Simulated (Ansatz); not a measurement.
Consider Sn2Pb3S5.

Input file:

```
crystal:
  lattice:
    - [2.1024983851, 1.2138780086, 17.1758778]
    - [-2.1024983851, 1.2138780086, 17.1758778]
    - [0.0, -2.4277560172, 17.1758778]
  atoms:
    - { symbol: Sn, position: [0.899655, 0.899655, 0.899655] }
    - { symbol: Sn, position: [0.100345, 0.100345, 0.100345] }
    - { symbol: Pb, position: [0.70069, 0.70069, 0.70069] }
    - { symbol: Pb, position: [0.29931, 0.29931, 0.29931] }
    - { symbol: Pb, position: [0.5, 0.5, 0.5] }
    - { symbol: S, position: [0.401615, 0.401615, 0.401615] }
    - { symbol: S, position: [0.0, 0.0, 0.0] }
    - { symbol: S, position: [0.598385, 0.598385, 0.598385] }
    - { symbol: S, position: [0.200902, 0.200902, 0.200902] }
    - { symbol: S, position: [0.799098, 0.799098, 0.799098] }
basis:
  ecutwfc: 420
kpoints:
  mp_grid: { grid: [12, 12, 12] }
  band_path:
    path:
      - [[0.0, 0.0, 0.0], [0.5, 0.5, 0.5], [0.83000351, 0.16999649, 0.5]]
      - [[0.5, -0.16999649, 0.16999649], [0.5, 0.0, 0.0], [0.0, 0.0, 0.0], [0.33499824, -0.33499824, 0.0]]
      - [[0.66500176, 0.0, 0.33499824], [0.5, 0.0, 0.5], [0.0, 0.0, 0.0]]
    npoints: 14
hamiltonian:
  xc: pbe
scf:
  occupations: { method: gaussian, width: 0.01 }
  n_extra_bands: 25
output:
  forces: true
  stress: true
  eigenvalues: true
  populations: true
  dos: { projected: true, de: 0.02, nscf_kmesh: { grid: [15, 15, 15] } }
  bader: true
  write_density: true
  write_potential: true
  elf: true
  volumetric_format: npy
```

Launched as:

```sh
ansatz run input.yaml --threads 4 --pin off --max-ram 8192MiB --backend cpu --events-out ev --progress --plain --runs-dir out
```

Below, planes, directions and counts refer to the conventional cell (a = 4.20 Å, b = 4.20 Å, c = 51.53 Å, α = 90.00°, β = 90.00°, γ = 120.00°).

Space group R-3m; a structure generated by program, which may or may not match a known phase.

These are results of DFT PBE, scalar-relativistic, plane waves, PAW in Ansatz, not measurements.

Question: What will maps of the valence pseudo-density and electron localisation function show?

Answer: Sn–S (2.94 Å): the density is about 0.23 e/Å³ at the midpoint; the ELF peaks at about 0.85 in the valence shell of S, 0.8 Å from its nucleus, and drops to about 0.30 between the two atoms.
Pb–S (3.00 Å): the density is about 0.21 e/Å³ at the midpoint; the ELF peaks at about 0.85 in the valence shell of S, 0.8 Å from its nucleus, and drops to about 0.20 between the two atoms.
Bader's partition of the density gives Sn +1.04, Pb +0.99 and S −1.01 e.

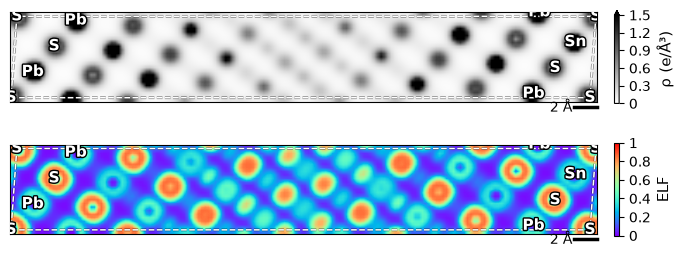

Computed valence pseudo-density and electron localisation function on the (111) plane of the conventional cell, in this order. Atoms just off the plane (Sn, 0.3 Å away, Pb, 0.5 Å away and S, 0.3 Å away) can leave unmarked features too.
